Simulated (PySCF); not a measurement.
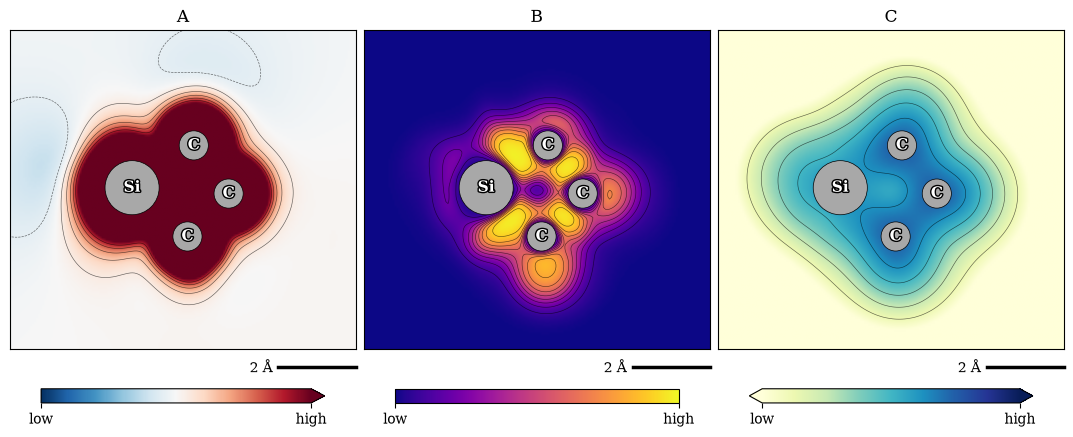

C3H7FOSi: 3 fields on the plane of atoms Si2, C5 and C4, with unlabelled colour scales. Grey discs cover the atomic cores.

Geometry: GFN2-xTB.

Level of theory: PBE0/pcSseg-1, SCF density, gas phase, non-relativistic in PySCF.

```xyz
13

O     2.2760    0.3897   -0.8343
Si    1.1439   -0.4642   -0.0521
C    -0.5667   -0.7497   -0.8646
C    -1.2882    0.0298    0.2579
C    -0.0783    0.5543    1.0485
F     0.0756    1.9300    0.8759
H     2.1230    1.2991   -1.0867
H     1.8780   -1.5649    0.5417
H    -0.6971   -0.2820   -1.8396
H    -0.9149   -1.7752   -0.9573
H    -1.9038   -0.6210    0.8754
H    -1.9073    0.8458   -0.1106
H    -0.1446    0.4088    2.1281
```

### Match the panels to the quantities (electron density, electron localisation function and electrostatic potential).

Panel A: electrostatic potential (strongly positive close to the atoms, with negative regions outside electron-rich atoms). Panel B: electron localisation function. Panel C: electron density. From the grid: C–C (1.54 Å): ρ is about 1.7 e/Å³ halfway; the ELF peaks at about 0.95 between the atoms (a covalent bond). C–Si (1.92 Å): ρ is about 0.9 e/Å³ halfway; the ELF peaks at about 0.95 between the atoms: localised, covalent bonding.
